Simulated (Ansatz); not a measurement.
# CH₃FMoOS: what the fields show

Input

```
crystal:
  periodic: [false, false, false]
  atoms:
    - symbol: C
      position_ang: [-0.758813, -0.307776, 1.340095]
    - symbol: F
      position_ang: [-2.706449, 1.446411, -0.530193]
    - symbol: Mo
      position_ang: [-0.929584, 1.099604, -0.185239]
    - symbol: O
      position_ang: [-0.082839, 0.424708, -1.444988]
    - symbol: S
      position_ang: [0.140119, 2.762062, 0.538865]
    - symbol: H
      position_ang: [-1.234840, 0.086716, 2.251704]
    - symbol: H
      position_ang: [0.289825, -0.561154, 1.553116]
    - symbol: H
      position_ang: [-1.287013, -1.211909, 0.989047]
basis:
  gaussian: {orbitals: def2-TZVPD}
magnetization: {spin_polarized: false, initial_magnetization: 0}
hamiltonian: {xc: {name: PBE0}}
output: {forces: true, orbitals: {seedname: orbitals}}
```

Command:

```sh
ansatz run input.yaml --threads 2 --pin off --max-ram 5220MiB --events-out events.jsonl --progress --plain --runs-dir runs
```

Geometry: PBE0-D4/def2-SVP; core potentials replace the inner electrons of Mo.

Computed with Ansatz 0.2.0, isolated molecule in a Gaussian basis; Kohn-Sham density functional theory, functional PBE0.

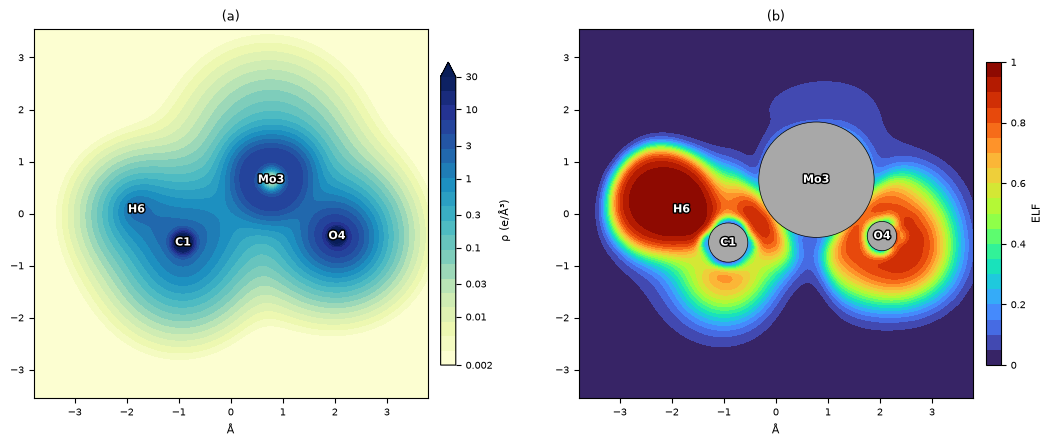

Figure 1. (a) electron density; (b) electron localisation function on the plane of atoms C1, Mo3 and O4. Grey discs cover the atomic cores in the ELF map.

### Interpret the plot.

The section cuts through C, Mo, O and H sites. Mo–O (1.66 Å): ρ is about 2 e/Å³ halfway; the ELF peaks at about 0.80 in the valence shell of O, 0.5 Å from its nucleus, and drops to about 0.40 between the two atoms. C–Mo (2.08 Å): ρ is about 0.96 e/Å³ halfway; the ELF peaks at about 0.90 in the valence shell of C, 0.7 Å from its nucleus, and is about 0.55 at the midpoint. C–H (1.10 Å): ρ at the midpoint is about 1.9 e/Å³; the ELF climbs to about 1 towards the hydrogen, as it does in any bond to H: an ordinary covalent bond to hydrogen.

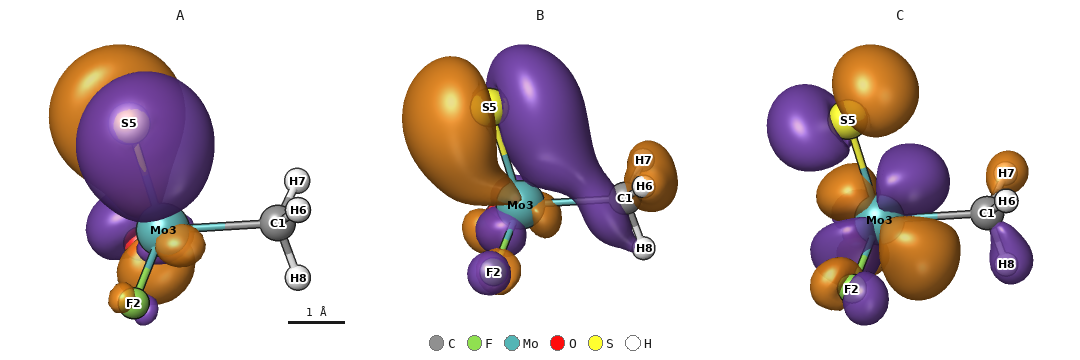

Figure 2. Three frontier orbitals at ±0.1 Å⁻³ᐟ² (orange and purple are the two phases), in no order.

### Which picture is the HOMO−1, the HOMO and the LUMO?

B is the HOMO−1 (−8.63 eV). It lies mainly on S5 (about 60 %), Mo3 (about 20 %) and C1 (about 5 %). A is the HOMO (−8.00 eV). It lies mainly on S5 (about 70 %), O4 (about 15 %) and Mo3 (about 10 %); largely a lone pair of S5. C is the LUMO (−3.41 eV). It lies mainly on Mo3 (about 60 %), S5 (about 25 %) and F2 (about 5 %).

### What is the HOMO–LUMO gap?

4.59 eV between the orbital energies.

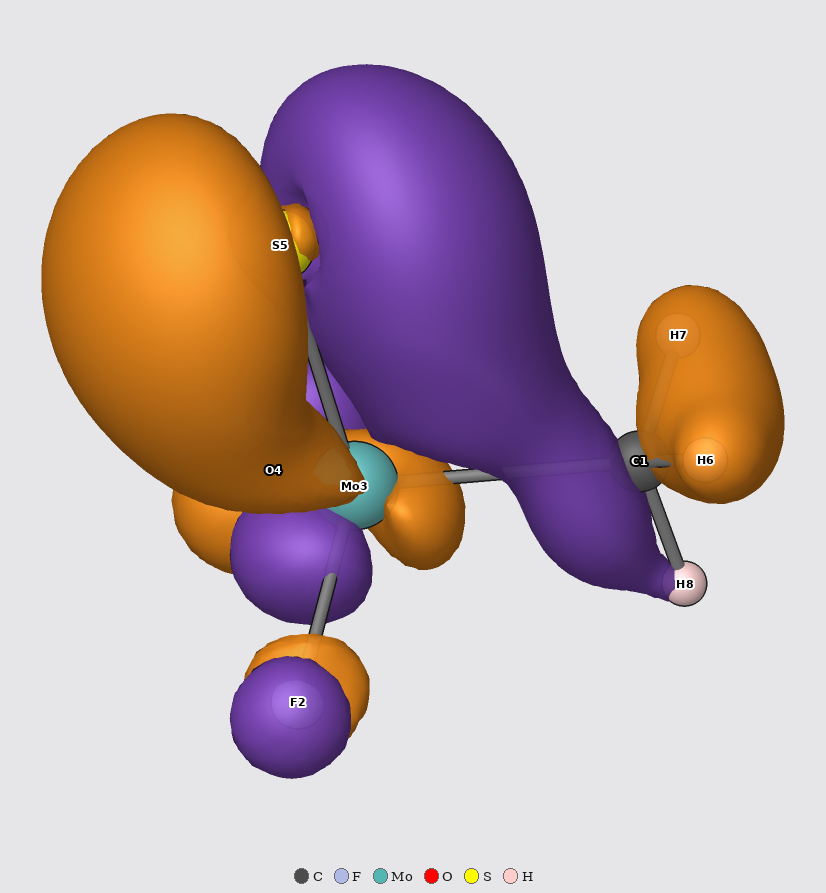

Figure 3. The HOMO−1 at ±0.1 Å⁻³ᐟ² (orange and purple are the two phases), seen at a tilt.

### What is the character of this orbital?

By Hirshfeld shares it lies mainly on S5 (about 60 %), Mo3 (about 20 %) and C1 (about 5 %). Its energy is −8.63 eV.
